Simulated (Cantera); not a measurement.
Feed: 1 mol CH₂F₂, a varied amount of H₂, equilibrated at 3548 K and 1.30 mbar.

Method: chemical equilibrium by Gibbs-energy minimisation in Cantera with the NASA 1993 tables (ideal gas, pure condensed phases). Candidate condensed phases: C, C₆H₆, C₇H₈, C₈H₁₈; 95 gas species. Kinetics and transport are ignored.

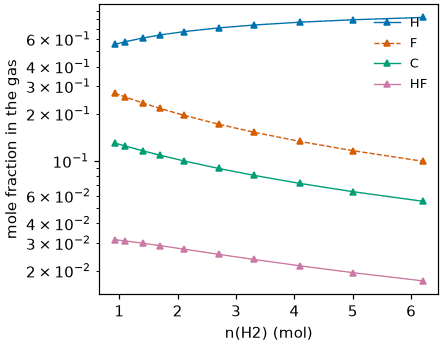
*Equilibrium gas composition (values under 1e-9 drawn at 1e-9)*

From 0.92 mol H₂ to 6.2 mol H₂ nothing is condensed. The main C-bearing gas is C throughout.
